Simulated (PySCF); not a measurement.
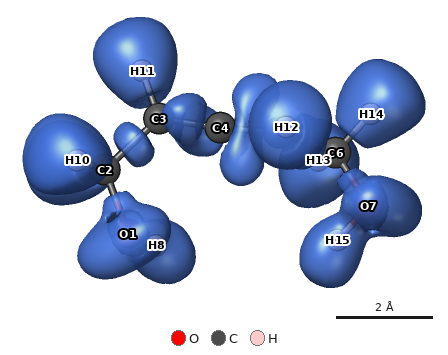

C₅H₈O₂ (SMILES OCC=C=CCO). Isosurface of the ELF at 0.75 (blue), seen across its widest extent. Only the valence region is drawn (cores and ρ < 0.01 e/Å³ removed).

Geometry: GFN2-xTB, MD frame at 250 fs, 300 K.

The calculation used PBE0/pcSseg-1, SCF density, gas phase, non-relativistic (PySCF).

```yaml
atoms:
  - { symbol: O, position_ang: [0.8334, 0.1235, -2.5165] }
  - { symbol: C, position_ang: [1.3371, 1.2517, -1.7510] }
  - { symbol: C, position_ang: [0.7001, 1.3719, -0.3281] }
  - { symbol: C, position_ang: [-0.3083, 0.6563, 0.1362] }
  - { symbol: C, position_ang: [-1.4492, 0.1298, 0.5215] }
  - { symbol: C, position_ang: [-1.5352, -1.1669, 1.3029] }
  - { symbol: O, position_ang: [-2.3828, -2.1218, 0.6836] }
  - { symbol: H, position_ang: [1.0386, -0.6674, -2.0206] }
  - { symbol: H, position_ang: [2.4073, 1.2329, -1.5036] }
  - { symbol: H, position_ang: [1.0123, 2.0783, -2.3639] }
  - { symbol: H, position_ang: [1.1180, 2.1803, 0.2823] }
  - { symbol: H, position_ang: [-2.3806, 0.5953, 0.1703] }
  - { symbol: H, position_ang: [-0.5152, -1.5248, 1.4775] }
  - { symbol: H, position_ang: [-2.0607, -0.9402, 2.2393] }
  - { symbol: H, position_ang: [-1.8494, -2.3494, -0.1125] }
```

Identify the bonds, lone pairs and shells in this picture.

The ELF exceeds this value in four regions between bonded C–C atoms (shared pairs), six regions around hydrogen nuclei and two joined regions spread over several atoms (H, O), in which their bonds and any lone pairs are merged.

Values along the shortest contacts:
C–C (1.31 Å): the ELF peaks at about 0.90 between the atoms (a multiple bond). C–O (1.42 Å): the ELF peaks at about 0.90 between the atoms; a polar covalent bond.
